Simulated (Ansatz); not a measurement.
# CH6ClNOSi: Born-Oppenheimer dynamics

Aim: follow CH6ClNOSi for 30 steps at constant energy (300 K) and see how far bonds stretch and how energy moves between motion and potential.

Computed with Ansatz 0.2.0, Gaussian basis. Level: BLYP/def2-SVP.

### Step 1. Structure used throughout

An earlier PBE0-D4 in a triple-zeta def2 set relaxation fixed the geometry.

SMILES `C[Si](N)(O)Cl`, 11 atoms, charge 0, spin multiplicity 1.

Atoms are counted from 1 here; the program's logs count them from 0.

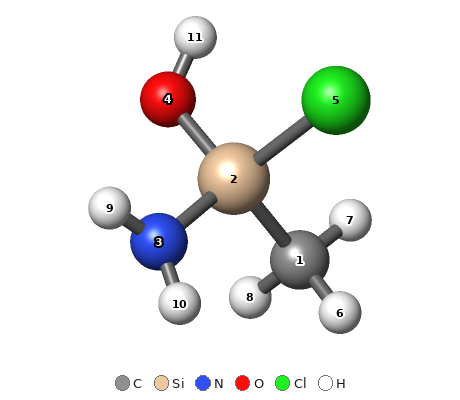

The structure; carbon grey, silicon light orange, nitrogen blue, oxygen red, chlorine green, hydrogen white; atoms are numbered from 1 in the order of the file.

### Step 2. Dynamics

in.yaml

```yaml
crystal:
  periodic: [false, false, false]
  atoms:
    - {symbol: C, position_ang: [-1.471491, 0.122050, -0.204919]}
    - {symbol: Si, position_ang: [0.328954, 0.150648, 0.211206]}
    - {symbol: N, position_ang: [1.190565, -0.834040, -0.865056]}
    - {symbol: O, position_ang: [0.692854, -0.389178, 1.713540]}
    - {symbol: Cl, position_ang: [0.912887, 2.154925, 0.187704]}
    - {symbol: H, position_ang: [-1.641289, 0.456731, -1.231241]}
    - {symbol: H, position_ang: [-2.030053, 0.785507, 0.458112]}
    - {symbol: H, position_ang: [-1.865524, -0.891294, -0.099711]}
    - {symbol: H, position_ang: [2.156026, -1.059042, -0.687918]}
    - {symbol: H, position_ang: [0.980640, -0.834022, -1.849131]}
    - {symbol: H, position_ang: [0.811829, 0.280816, 2.387915]}
basis:
  gaussian: {orbitals: def2-SVP}
magnetization: {spin_polarized: true, initial_magnetization: 0}
hamiltonian: {xc: {name: BLYP}}
md: {timestep: 1 fs, n_steps: 30, ensemble: nve, temperature: 300, initial_velocities: maxwell_boltzmann, seed: 83}
```

On the command line:

```console
$ ansatz run in.yaml --threads 4 --pin off --events-out ev --progress --plain --max-ram 10444MiB
```

Output, cut to the lines that bear on the results:

```text
Functional definition: BLYP
  name "BLYP"
  cite "Becke, Phys. Rev. A 38, 3098 (1988) doi:10.1103/PhysRevA.38.3098"
  cite "Lee, Yang & Parr, Phys. Rev. B 37, 785 (1988) doi:10.1103/PhysRevB.37.785"
[...]
1212 factors; their error is unknown
[...]
mean field -25063.92032164 eV, -921.0820828850 hartree, gradient 2.7e-5 eV, S^2 0.000000; 0 other end points of the search recorded, 0 dependent functions left out
[...]
reference -25063.92065839 eV, -921.0820952603 hartree; 29, 29 occupied and 79, 79 virtual orbitals, 1212 factors
md step     0: t =     0.00 fs  T =   300.0 K  F+E_penalty+E_count = -25063.92032164 eV  E_kin = 0.349002 eV  conserved = -25063.57131965 eV  (30 SCF iters)
[...]
md step     7: t =     7.00 fs  T =   255.1 K  F+E_penalty+E_count = -25063.86996621 eV  E_kin = 0.296769 eV  conserved = -25063.57319731 eV  (31 SCF iters)
[...]
md step    14: t =    14.00 fs  T =   220.6 K  F+E_penalty+E_count = -25063.82548801 eV  E_kin = 0.256647 eV  conserved = -25063.56884075 eV  (31 SCF iters)
[...]
md step    21: t =    21.00 fs  T =   192.5 K  F+E_penalty+E_count = -25063.79407343 eV  E_kin = 0.223947 eV  conserved = -25063.57012690 eV  (32 SCF iters)
[...]
md step    28: t =    28.00 fs  T =   107.0 K  F+E_penalty+E_count = -25063.69432569 eV  E_kin = 0.124500 eV  conserved = -25063.56982555 eV  (32 SCF iters)
[...]
md step    29: t =    29.00 fs  T =   116.6 K  F+E_penalty+E_count = -25063.70721815 eV  E_kin = 0.135655 eV  conserved = -25063.57156348 eV  (32 SCF iters)
[...]
md step    30: t =    30.00 fs  T =   113.3 K  F+E_penalty+E_count = -25063.70337369 eV  E_kin = 0.131845 eV  conserved = -25063.57152855 eV  (31 SCF iters)
Total energy: -25063.70371215 eV, -921.0741226328 hartree
Atom 0 at    -1.536600     0.072626    -0.303988 Å, force     0.918598     1.420981     1.023720 eV/Å
Atom 1 at     0.309634     0.113367     0.232981 Å, force     0.202088     0.128543    -0.502538 eV/Å
Atom 2 at     1.220409    -0.768056    -0.993848 Å, force    -0.362004    -0.104276     0.478174 eV/Å
Atom 3 at     0.707305    -0.409203     1.837775 Å, force     0.009789     1.027843    -1.059916 eV/Å
Atom 4 at     0.936809     2.207799     0.202061 Å, force    -0.177163    -0.789314     0.117336 eV/Å
Atom 5 at    -1.700155     0.093453    -1.388389 Å, force     0.133725    -0.147708    -0.296115 eV/Å
Atom 6 at    -2.006596     0.995212     0.128479 Å, force     0.029218    -0.363190    -0.182157 eV/Å
Atom 7 at    -1.991538    -0.780448     0.171766 Å, force    -0.636575    -0.903320     0.229576 eV/Å
Atom 8 at     1.998704    -1.330726    -0.653604 Å, force     0.497025     0.052803     0.199079 eV/Å
Atom 9 at     0.683545    -1.404954    -1.593616 Å, force    -0.243676     0.224443    -0.087168 eV/Å
Atom 10 at     1.256398     0.335243     2.200077 Å, force    -0.371026    -0.546804     0.080009 eV/Å
Dipole moment:    -0.104366    -0.401364    -0.068877 e Å
```

It took 58 s on 4 threads of Arm Neoverse V1, shared host.

### Step 3. Frames and traces

Every 2 steps, with energies from the start:

```tsv
time (fs)	T (K)	potential (meV)	conserved (meV)	Si2–O4 (Å)
0.0	300	0.0	0.00	1.637
2.0	284	18.1	-0.50	1.630
4.0	217	100.3	3.60	1.628
6.0	245	63.1	-0.39	1.631
8.0	235	76.3	0.94	1.639
10.0	232	81.3	2.04	1.650
12.0	266	38.3	-1.34	1.663
14.0	221	94.8	2.48	1.677
16.0	223	90.3	0.91	1.693
18.0	227	84.9	0.22	1.707
20.0	200	118.1	1.51	1.718
22.0	189	129.5	0.62	1.727
24.0	169	153.1	0.14	1.734
26.0	118	213.7	1.92	1.738
28.0	107	226.0	1.49	1.737
30.0	113	216.9	-0.21	1.734
```

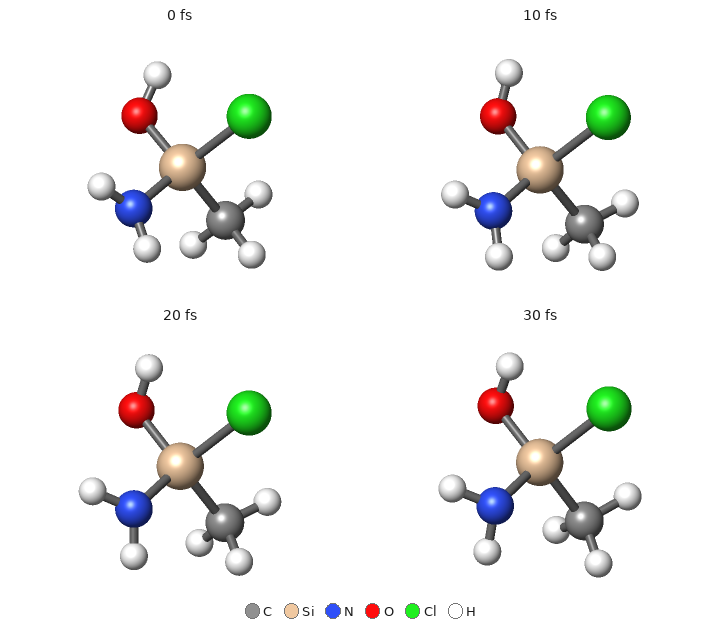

Four frames; sticks are those of the first frame.

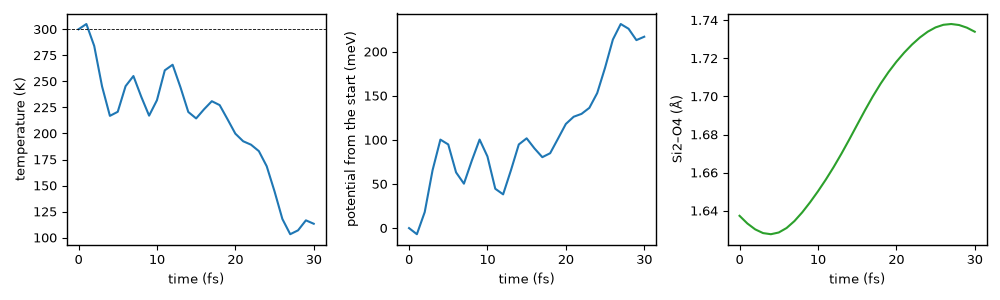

Temperature (the set value dashed), potential energy and the bond that swings most.

Positions (Å) and forces (eV/Å) at 30.0 fs:

```xyz
11

C    -1.537    0.073   -0.304    0.919    1.421    1.024
Si    0.310    0.113    0.233    0.202    0.129   -0.503
N     1.220   -0.768   -0.994   -0.362   -0.104    0.478
O     0.707   -0.409    1.838    0.010    1.028   -1.060
Cl    0.937    2.208    0.202   -0.177   -0.789    0.117
H    -1.700    0.093   -1.388    0.134   -0.148   -0.296
H    -2.007    0.995    0.128    0.029   -0.363   -0.182
H    -1.992   -0.780    0.172   -0.637   -0.903    0.230
H     1.999   -1.331   -0.654    0.497    0.053    0.199
H     0.684   -1.405   -1.594   -0.244    0.224   -0.087
H     1.256    0.335    2.200   -0.371   -0.547    0.080
```

### Step 4. Outcome

| quantity | value |
| --- | --- |
| length | 30 steps of 1.0 fs |
| temperature, first and last frame | 300, 113 K |
| temperature, second half | mean 172 K, from 103 to 231 K |
| swing of the potential | 238 meV |
| largest change of the conserved energy | 3.93 meV |
| range of Si2–O4 | 1.628 to 1.738 Å |

**Reading.** From 300 K at the start the temperature swings between 103 and 305 K: with 11 atoms it has no steady value yet; starting near a minimum, about half of the kinetic energy flows into the potential. The conserved energy moves by 3.93 meV, 1.6 % of the potential's swing, so the step is short enough for this stretch. Si2–O4 swings most, by 0.11 Å; no bond breaks. A run of 30 fs gives no averages.
